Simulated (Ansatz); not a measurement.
Lu3P4 (Fdd2, No. 43): the geometry relaxed with DFT, PAW plane waves, pbe in Ansatz 0.2.0; the starting structure was generated, so it need not be a known form of this composition.

```cif
data_structure
_symmetry_space_group_name_H-M 'Fdd2'
_symmetry_Int_Tables_number 43
_cell_length_a 13.9258
_cell_length_b 15.1694
_cell_length_c 5.1484
_cell_angle_alpha 90.000
_cell_angle_beta 90.000
_cell_angle_gamma 90.000
_cell_volume 1087.57
loop_
_atom_site_label
_atom_site_type_symbol
_atom_site_symmetry_multiplicity
_atom_site_Wyckoff_symbol
_atom_site_fract_x
_atom_site_fract_y
_atom_site_fract_z
_atom_site_occupancy
P1 P 16 b 0.15681 0.91011 0.52805 1
P2 P 16 b 0.39203 0.98883 0.70318 1
Lu1 Lu 16 b 0.24752 0.58666 0.00605 1
Lu2 Lu 8 a 0.00000 0.00000 0.72806 1
```

Question: What will a HAADF-like image along [010] show? The image is simulated as a sum over atoms of Z^1.7, blurred by a 0.92 Å probe (no channelling). The probe carries 15 % of its weight in a tail 2.5 times as wide. The display is stretched by a gamma of 0.65; percentages refer to the linear signal. Shot noise and the speckle of an amorphous layer were added.

Answer: The columns repeat on a centred rectangular net of 2.57 × 6.96 Å (plane group c2mm). The brightest columns hold 3 Lu per repeat. The P columns make no clear peak of their own: they are too faint or too near a brighter column. The shortest distance between visible columns is 2.57 Å in projection (between Lu columns). Along the beam the structure repeats every 15.17 Å.

```csv
column,atoms along the beam per repeat,peak brightness
Lu,3 Lu,100 %
P,1 P,5 %
```

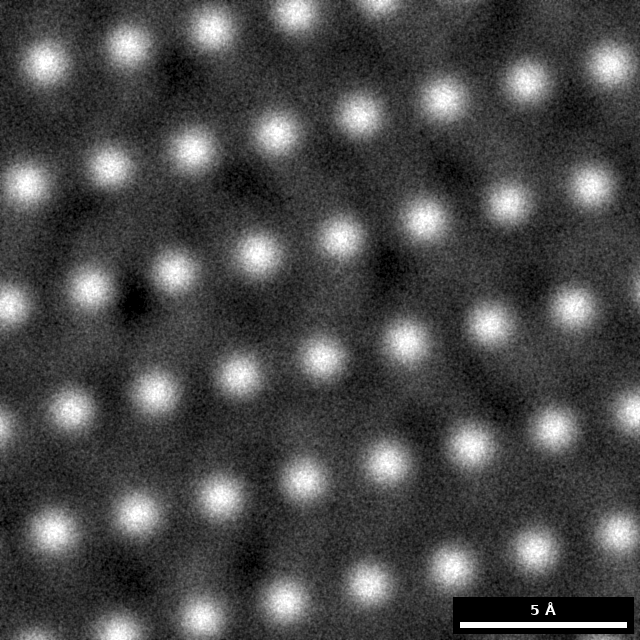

The simulated image.
